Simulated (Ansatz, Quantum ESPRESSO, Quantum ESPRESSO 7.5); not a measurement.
# Ballistic transmission: Ge chain with one atom pushed 1.0 Å aside at constant bond length

Wanted: the transmission near the Fermi level and the conductance of this junction: Ge chain with one atom pushed 1.0 Å aside at constant bond length.

Program: Quantum ESPRESSO 7.5. Level of theory: plane-wave DFT, PBE, GBRV ultrasoft pseudopotentials (cross-check by Ansatz 0.2.0 with PAW datasets). Results are calculated unless marked as measured.

## 1. Starting point

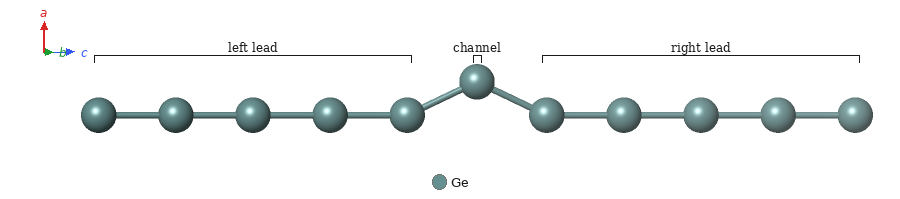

Start, viewed from the side, with the c axis across the page; germanium teal.

The cell holds 11 atoms: 11 Ge. Its edges and angles: a = 7.500 Å, b = 7.500 Å, c = 25.403 Å, α = 90.0°, β = 90.0°, γ = 90.0°. Regions: left lead, 5 atoms (5 Ge); channel, 1 atom (1 Ge); right lead, 5 atoms (5 Ge). Vacuum lies along a and b. The structure is stacked along c, and the current runs across the ab planes.

## 2. Ground state

One periodic cell holds a stretch of lead, the junction and more lead; the atoms stay as built.

File scf.in:

```
&control
  prefix = 'scf'
  outdir = './out'
  pseudo_dir = './pseudo'
  calculation = 'scf'
  tprnfor = .true.
/
&system
  ibrav = 0
  nat = 11
  ntyp = 1
  ecutwfc = 34
  ecutrho = 170
  occupations = 'smearing'
  smearing = 'mv'
  degauss = 0.01
/
&electrons
  conv_thr = 1e-07
  mixing_beta = 0.25
  electron_maxstep = 120
  mixing_mode = 'local-TF'
/
ATOMIC_SPECIES
  Ge  72.6300  ge_pbe_v1.4.uspp.F.UPF
CELL_PARAMETERS angstrom
  7.50000000000000 0.00000000000000 0.00000000000000
  0.00000000000000 7.50000000000000 0.00000000000000
  0.00000000000000 0.00000000000000 25.40323406362735
ATOMIC_POSITIONS crystal
  Ge  0.500000000000 0.500000000000 0.000000000000
  Ge  0.500000000000 0.500000000000 0.092507906439
  Ge  0.500000000000 0.500000000000 0.185015812878
  Ge  0.500000000000 0.500000000000 0.277523719316
  Ge  0.500000000000 0.500000000000 0.370031625755
  Ge  0.633333333000 0.500000000000 0.453746046781
  Ge  0.500000000000 0.500000000000 0.537460467806
  Ge  0.500000000000 0.500000000000 0.629968374245
  Ge  0.500000000000 0.500000000000 0.722476280684
  Ge  0.500000000000 0.500000000000 0.814984187122
  Ge  0.500000000000 0.500000000000 0.907492093561
K_POINTS automatic
  1 1 3 0 0 0
```

Launch:

```bash
OMP_NUM_THREADS=1 mpirun -n 2 pw.x -nk 1 -in scf.in > scf.out
```

Output:

```text
Program PWSCF v.7.5 starts
[citation notice left out]

     Parallel version (MPI & OpenMP), running on       2 processor cores
     Number of MPI processes:                 2
     Threads/MPI process:                     1

     MPI processes distributed on     1 nodes
[...]
Current dimensions of program PWSCF are:
     Max number of different atomic species (ntypx) = 10
     Max number of k-points (npk) =  40000
     Max angular momentum in pseudopotentials (lmaxx) =  4
     Message from routine setup:
     using ibrav=0 with symmetry is DISCOURAGED, use correct ibrav instead

     R & G space division:  proc/nbgrp/npool/nimage =       2
     Subspace diagonalization in iterative solution of the eigenvalue problem:
     a serial algorithm will be used

     Parallelization info
     --------------------
     sticks:   dense  smooth     PW     G-vecs:    dense   smooth      PW
     Min        1354    1088    276               180452   129080   16540
     Max        1355    1089    277               180471   129091   16549
     Sum        2709    2177    553               360923   258171   33089

     Using Slab Decomposition

     bravais-lattice index     =            0
     lattice parameter (alat)  =      14.1729  a.u.
     unit-cell volume          =    9642.9105 (a.u.)^3
     number of atoms/cell      =           11
     number of atomic types    =            1
     number of electrons       =       154.00
     number of Kohn-Sham states=           92
     kinetic-energy cutoff     =      34.0000  Ry
     charge density cutoff     =     170.0000  Ry
     scf convergence threshold =      1.0E-07
     mixing beta               =       0.2500
     number of iterations used =            8  local-TF  mixing
     Exchange-correlation=  SLA  PW   PBX  PBC
                           (   1   4   3   4   0   0   0)

     celldm(1)=  14.172946  celldm(2)=   0.000000  celldm(3)=   0.000000
     celldm(4)=   0.000000  celldm(5)=   0.000000  celldm(6)=   0.000000

     crystal axes: (cart. coord. in units of alat)
               a(1) = (   1.000000   0.000000   0.000000 )
               a(2) = (   0.000000   1.000000   0.000000 )
               a(3) = (   0.000000   0.000000   3.387098 )

     reciprocal axes: (cart. coord. in units 2 pi/alat)
               b(1) = (  1.000000  0.000000  0.000000 )
               b(2) = (  0.000000  1.000000  0.000000 )
               b(3) = (  0.000000  0.000000  0.295238 )

     PseudoPot. # 1 for Ge read from file:
     ./pseudo/ge_pbe_v1.4.uspp.F.UPF
     Pseudo is Ultrasoft + core correction, Zval = 14.0
     Generated by new atomic code, or converted to UPF format
     Using radial grid of  873 points,  6 beta functions with:
                l(1) =   0
                l(2) =   0
                l(3) =   1
                l(4) =   1
                l(5) =   2
                l(6) =   2
     Q(r) pseudized with  8 coefficients,  rinner =    1.400   1.400   1.400
                                                       1.400   1.400

     atomic species   valence    mass     pseudopotential
     Ge               14.00    72.63000     Ge( 1.00)

      2 Sym. Ops. (no inversion) found

   Cartesian axes

     site n.     atom                  positions (alat units)
         1        Ge     tau(   1) = (   0.5000000   0.5000000   0.0000000  )
         2        Ge     tau(   2) = (   0.5000000   0.5000000   0.3133333  )
         3        Ge     tau(   3) = (   0.5000000   0.5000000   0.6266667  )
         4        Ge     tau(   4) = (   0.5000000   0.5000000   0.9400000  )
         5        Ge     tau(   5) = (   0.5000000   0.5000000   1.2533333  )
         6        Ge     tau(   6) = (   0.6333333   0.5000000   1.5368823  )
         7        Ge     tau(   7) = (   0.5000000   0.5000000   1.8204312  )
         8        Ge     tau(   8) = (   0.5000000   0.5000000   2.1337645  )
         9        Ge     tau(   9) = (   0.5000000   0.5000000   2.4470979  )
        10        Ge     tau(  10) = (   0.5000000   0.5000000   2.7604312  )
        11        Ge     tau(  11) = (   0.5000000   0.5000000   3.0737645  )

     number of k points=     2  Marzari-Vanderbilt smearing, width (Ry)=  0.0100
                       cart. coord. in units 2pi/alat
        k(    1) = (   0.0000000   0.0000000   0.0000000), wk =   0.6666667
        k(    2) = (   0.0000000   0.0000000   0.0984127), wk =   1.3333333

     Dense  grid:   360923 G-vectors     FFT dimensions: (  60,  60, 200)

     Smooth grid:   258171 G-vectors     FFT dimensions: (  54,  54, 180)

     Estimated max dynamical RAM per process >     816.14 MB

     Estimated total dynamical RAM >       1.59 GB

     Check: negative core charge=   -0.000002

     Initial potential from superposition of free atoms

     starting charge     153.9904, renormalised to     154.0000

     negative rho (up, down):  1.212E-06 0.000E+00
     Starting wfcs are   99 randomized atomic wfcs

     total cpu time spent up to now is        3.2 secs

     per-process dynamical memory:   224.1 Mb

     Self-consistent Calculation

     iteration #  1     ecut=    34.00 Ry     beta= 0.25
     Davidson diagonalization with overlap
     ethr =  1.00E-02,  avg # of iterations =  2.0

     Threshold (ethr) on eigenvalues was too large:
     Diagonalizing with lowered threshold

     Davidson diagonalization with overlap
     ethr =  8.93E-05,  avg # of iterations = 10.5

     total cpu time spent up to now is       19.1 secs

     total energy              =   -2348.94741255 Ry
     estimated scf accuracy    <       0.15441621 Ry

     iteration #  2     ecut=    34.00 Ry     beta= 0.25
[...]
total energy              =   -2348.89767449 Ry
     estimated scf accuracy    <       0.11175147 Ry

     iteration #  3     ecut=    34.00 Ry     beta= 0.25
[...]
total energy              =   -2348.90738614 Ry
     estimated scf accuracy    <       0.01030028 Ry

     iteration #  4     ecut=    34.00 Ry     beta= 0.25
[...]
total energy              =   -2348.90538653 Ry
     estimated scf accuracy    <       0.00615660 Ry

     iteration #  5     ecut=    34.00 Ry     beta= 0.25
[...]
negative rho (up, down):  4.520E-06 0.000E+00

[...]
total energy              =   -2348.90555717 Ry
     estimated scf accuracy    <       0.00149657 Ry

     iteration #  6     ecut=    34.00 Ry     beta= 0.25
[...]
negative rho (up, down):  4.808E-05 0.000E+00

[...]
total energy              =   -2348.90579109 Ry
     estimated scf accuracy    <       0.00005992 Ry

     iteration #  7     ecut=    34.00 Ry     beta= 0.25
[...]
negative rho (up, down):  5.523E-05 0.000E+00

[...]
total energy              =   -2348.90593371 Ry
     estimated scf accuracy    <       0.00002936 Ry

     iteration #  8     ecut=    34.00 Ry     beta= 0.25
[...]
negative rho (up, down):  7.431E-05 0.000E+00

[...]
total energy              =   -2348.90593840 Ry
     estimated scf accuracy    <       0.00000745 Ry

     iteration #  9     ecut=    34.00 Ry     beta= 0.25
[...]
negative rho (up, down):  1.246E-04 0.000E+00

[...]
total energy              =   -2348.90593907 Ry
     estimated scf accuracy    <       0.00000251 Ry

     iteration # 10     ecut=    34.00 Ry     beta= 0.25
[...]
negative rho (up, down):  1.301E-04 0.000E+00

[...]
total energy              =   -2348.90593955 Ry
     estimated scf accuracy    <       0.00000018 Ry

     iteration # 11     ecut=    34.00 Ry     beta= 0.25
[...]
negative rho (up, down):  1.282E-04 0.000E+00

[...]
total energy              =   -2348.90593956 Ry
     estimated scf accuracy    <       0.00000013 Ry

     iteration # 12     ecut=    34.00 Ry     beta= 0.25
[...]
negative rho (up, down):  1.366E-04 0.000E+00

[...]
End of self-consistent calculation

          k = 0.0000 0.0000 0.0000 ( 32289 PWs)   bands (ev):

   -27.3007 -27.2767 -27.2228 -27.1821 -27.1498 -27.0639 -27.0592 -27.0589
   -27.0528 -27.0500 -27.0306 -27.0267 -27.0231 -27.0004 -26.9978 -26.9906
   -26.9905 -26.9856 -26.9833 -26.9759 -26.9379 -26.9354 -26.9337 -26.9267
   -26.9266 -26.9253 -26.9253 -26.9215 -26.9194 -26.9192 -26.9094 -26.9091
   -26.9084 -26.8997 -26.8993 -26.8955 -26.8951 -26.8883 -26.8875 -26.8863
   -26.8831 -26.8786 -26.8781 -26.8763 -26.8677 -26.8446 -26.8380 -26.8361
   -26.8252 -26.8129 -26.8084 -26.7971 -26.7589 -26.7254 -26.6880 -12.5404
   -12.3206 -12.2662 -11.6360 -11.6163 -10.5058 -10.4892  -8.9303  -8.8671
    -6.9324  -6.7663  -4.7939  -4.3053  -3.7099  -3.6235  -3.4795  -3.4595
    -3.4437  -3.2445  -2.8750  -2.8297  -2.7583  -2.7491  -1.9570  -1.9328
    -1.6118  -1.6058  -0.9860  -0.7591  -0.5277  -0.1703  -0.1388  -0.0927
     0.6265   0.9188   1.0566   1.2336

          k = 0.0000 0.0000 0.0984 ( 32253 PWs)   bands (ev):

   -27.3018 -27.2728 -27.2284 -27.1841 -27.1315 -27.0953 -27.0605 -27.0556
   -27.0479 -27.0397 -27.0371 -27.0297 -27.0120 -26.9968 -26.9954 -26.9912
   -26.9892 -26.9865 -26.9804 -26.9754 -26.9434 -26.9394 -26.9310 -26.9263
   -26.9260 -26.9252 -26.9252 -26.9193 -26.9191 -26.9146 -26.9142 -26.9094
   -26.9089 -26.8998 -26.8995 -26.8993 -26.8954 -26.8951 -26.8902 -26.8867
   -26.8860 -26.8826 -26.8805 -26.8674 -26.8653 -26.8421 -26.8327 -26.8291
   -26.8217 -26.8152 -26.8089 -26.8010 -26.7667 -26.7196 -26.6894 -12.5256
   -12.4067 -12.1224 -11.8976 -11.3019 -10.9259 -10.0171  -9.4834  -8.2655
    -7.5777  -6.0878  -5.3278  -3.9824  -3.6876  -3.6279  -3.5902  -3.4864
    -3.2769  -3.2208  -3.0400  -2.9698  -2.4827  -2.4180  -2.3448  -2.0355
    -1.6855  -1.4507  -1.1422  -0.9214  -0.6410  -0.1131   0.2056   0.4146
     0.6638   0.8861   0.9280   0.9669

     the Fermi energy is    -2.5003 ev

!    total energy              =   -2348.90593930 Ry
     estimated scf accuracy    <       0.00000003 Ry
     smearing contrib. (-TS)   =      -0.00182945 Ry
     internal energy E=F+TS    =   -2348.90410985 Ry

     The total energy is F=E-TS. E is the sum of the following terms:
     one-electron contribution =   -3062.64434769 Ry
     hartree contribution      =    1613.86101874 Ry
     xc contribution           =    -639.52346337 Ry
     ewald contribution        =    -260.59731753 Ry

     convergence has been achieved in  12 iterations

     negative rho (up, down):  1.366E-04 0.000E+00

     Forces acting on atoms (cartesian axes, Ry/au):

     atom    1 type  1   force =    -0.00112332    0.00000000   -0.00214028
     atom    2 type  1   force =     0.00041873    0.00000000   -0.00863784
     atom    3 type  1   force =     0.00188485    0.00000000    0.00657750
     atom    4 type  1   force =     0.00360730    0.00000000    0.00739886
     atom    5 type  1   force =    -0.01704890    0.00000000    0.00240543
     atom    6 type  1   force =     0.02452142    0.00000000    0.00000954
     atom    7 type  1   force =    -0.01704998    0.00000000   -0.00240716
     atom    8 type  1   force =     0.00360814    0.00000000   -0.00739880
     atom    9 type  1   force =     0.00188503    0.00000000   -0.00657890
     atom   10 type  1   force =     0.00042140    0.00000000    0.00863197
     atom   11 type  1   force =    -0.00112466    0.00000000    0.00213968

     Total force =     0.039807     Total SCF correction =     0.000368

[...]
=------------------------------------------------------------------------------=
   JOB DONE.
=------------------------------------------------------------------------------=
```

Elapsed: 1.8 min, on 2 MPI ranks of Arm Neoverse V2, shared host; peak memory 1.6 GiB; 3.7 min of CPU time.

Numbers from this step:

- free energy: -31958.4934 eV
- Fermi energy: -2.500 eV

The program's own clock; routines nest. Time by routine:

```csv
routine,wall time (s),calls
PWSCF,110,1
electrons,104.8,1
c_bands,70.04,13
cegterg,68.69,26
h_psi,43.71,135
fftw,35.94,13486
vloc_psi,31.68,135
sum_band,17.79,13
calbec,8.96,169
mix_rho,8.7,13
newd,7.45,13
add_vuspsi,5.8,135
h_psi:calbec,5.79,135
s_psi,5.78,135
```

The run needed 12 iterations to bring the estimated error under 1e-07 Ry; the largest force on any atom, held or free, is 0.63 eV/Å.

(Part 1 of 4 ends here.)

[Logs are printed without paths, hosts, clocks, repeated set-up lines and the standing remarks that a program may print on its own settings, such as how far it seeks lower states.]

[Hosts, paths, dates, database ids (printed as entryN), source tags and the programs' standing remarks are cut or masked in the printed files.]

[Maps of the electrostatic potential energy from Ansatz leave out the sawtooth potential of an applied field or a dipole correction, so their vacuum need not be flat; planar profiles and work functions include it.]
